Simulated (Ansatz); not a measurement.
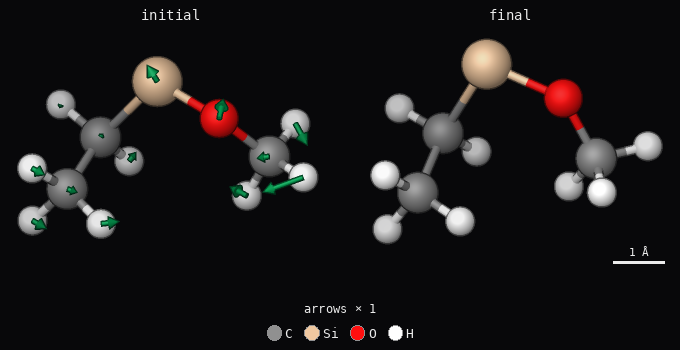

The structure of C₃H₈OSi (coarse preliminary run) before (left) and after (right) a relaxation, at one scale. The green arrows give the displacements, at their true length.

The picture is a ball-and-stick view, seen at a tilt.

The start comes from a force field.

Computed with RKS PBE-D4/def2-SVP in Ansatz.

Input file:
```yaml
crystal:
  periodic: [false, false, false]
  atoms:
    - {symbol: C, position_ang: [-1.222300, 1.359100, 0.223400]}
    - {symbol: C, position_ang: [0.238600, 1.280800, 0.337000]}
    - {symbol: Si, position_ang: [0.825200, -0.184200, 1.294300]}
    - {symbol: O, position_ang: [0.399000, -1.634900, 0.706300]}
    - {symbol: C, position_ang: [0.777400, -2.082000, -0.584100]}
    - {symbol: H, position_ang: [-1.748900, 1.505600, 1.192300]}
    - {symbol: H, position_ang: [-1.504000, 2.298100, -0.364000]}
    - {symbol: H, position_ang: [-1.661600, 0.551900, -0.305500]}
    - {symbol: H, position_ang: [0.631000, 2.213400, 0.849200]}
    - {symbol: H, position_ang: [0.677400, 1.248000, -0.645000]}
    - {symbol: H, position_ang: [0.330700, -3.058700, -0.746100]}
    - {symbol: H, position_ang: [0.460400, -1.382900, -1.337800]}
    - {symbol: H, position_ang: [1.817500, -2.148900, -0.605100]}
basis:
  gaussian: {orbitals: def2-SVP}
hamiltonian: {xc: pbe, dispersion: d4}
relax: {f_tol: 0.03, max_steps: 200}
```

Q: Summarise the run.

A: The largest move after the best rigid fit is that of H11, 0.88 Å. By element the largest moves are H 0.88 Å, O 0.53 Å, Si 0.42 Å, C 0.27 Å. Some distances before and after: C2–Si3 1.846 → 1.944 Å, C1–C2 1.467 → 1.541 Å, C5–H13 1.042 → 1.112 Å, Si3–O4 1.622 → 1.690 Å. Bond angles that change, for instance: C2–Si3–O4 116.0° → 102.8°, Si3–O4–C5 122.8° → 134.4°, H6–C1–H7 102.9° → 106.7°. Groups turn about O4–C5 by about 65°, Si3–O4 by about 60°. After 13 accepted moves (14 points after the start) the energy has fallen by 23.4 kcal/mol. The largest force component goes from 3.6 to 0.021 eV/Å. The line search rejected the trial step at point 7 of the run. The run took about 60 core-seconds on a shared host.
